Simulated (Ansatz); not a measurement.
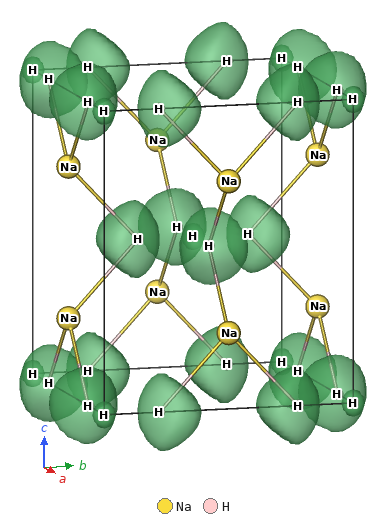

Figure. Na$_{2}$H$_{5}$. Isosurface of the ELF at 0.9 (green), seen slightly off an axis. Core shells and regions of very low density are left out. Sticks mark near contacts.

Space group I4/mmm; a structure generated by program, which may or may not match a known phase; computed without spin polarisation.

The calculation used DFT PBE, scalar-relativistic, plane waves, PAW in Ansatz.

Core electrons are frozen (PAW), and the valence fields are smoothed inside the atomic spheres.

Input file:

```
crystal:
  lattice:
    - [-2.7613858345, 2.7613858345, 3.3749034311]
    - [2.7613858345, -2.7613858345, 3.3749034311]
    - [2.7613858345, 2.7613858345, -3.3749034311]
  atoms:
    - { symbol: Na, position: [0.75, 0.25, 0.5] }
    - { symbol: Na, position: [0.25, 0.75, 0.5] }
    - { symbol: H, position: [0.7747470204, 0.0, 0.7747470204] }
    - { symbol: H, position: [0.2252529796, 0.0, 0.2252529796] }
    - { symbol: H, position: [0.0, 0.2252529796, 0.2252529796] }
    - { symbol: H, position: [0.0, 0.7747470204, 0.7747470204] }
    - { symbol: H, position: [0.0, 0.0, 0.0] }
basis:
  ecutwfc: 420
kpoints:
  mp_grid: { grid: [10, 10, 10] }
hamiltonian:
  xc: pbe
scf:
  occupations: { method: gaussian, width: 0.1 }
output:
  forces: true
  stress: true
  eigenvalues: true
  write_density: true
  write_potential: true
  elf: true
  volumetric_format: npy
relax:
  adjacent_minimum: "off"
  f_tol: 0.01
  max_steps: 80
  cell: { stress_tol: 0.05 }
```

Command:

```sh
ansatz run input.yaml --threads 1 --pin off --max-ram 2560MiB --backend cpu --events-out ev --progress --plain --runs-dir out
```

Below, planes, directions and counts refer to the conventional cell (a = 5.58 Å, b = 5.58 Å, c = 6.63 Å, α = 90.00°, β = 90.00°, γ = 90.00°).

The fields are those of the relaxed geometry.

Q: Identify the bonds, lone pairs and shells in this picture.

A: At this value the surface marks out ten regions around hydrogen nuclei, counted in one cell of 14 atoms. Regions shared between cells count once. Along the contacts the grid gives the following. Na–H (2.27 Å): the ELF climbs to about 1 towards the hydrogen.
